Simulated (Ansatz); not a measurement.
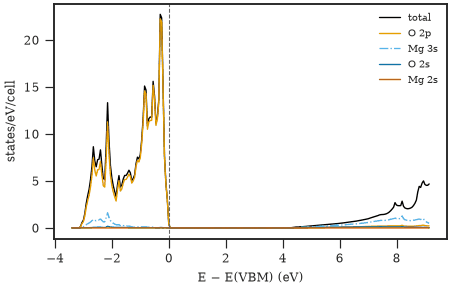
Total and projected density of states of MgO in space group P4_2/mnm (No. 136; Mg on 4g, O on 4f), r²SCAN in the plane-wave PAW code Ansatz

**Question.** Which orbitals carry the states next to the gap?

**Answer.** Top 1 eV of the valence band: O 2p 97 %. Bottom 1 eV of the conduction band: Mg 3s 64 %, O 2s 24 %, O 2p 8 %. Projections are on Löwdin-orthogonalised atomic valence shells; empty p or d shells of many metals are not among them.

**Question.** Where is the tallest occupied peak in this window, and what makes it?

**Answer.** Near -0.3 eV, about 23 states/eV per cell; the largest projected share is O 2p.

The start of the workflow was typed in or built on a structure type; neither database checked (COD, Materials Project) lists it. It is not the phase usual at ambient conditions (space group No. 225). Symmetry was held in the r²SCAN relaxation; whether a distortion lowers the energy is not shown.

Potentials: the earlier of the program's two PAW sets.
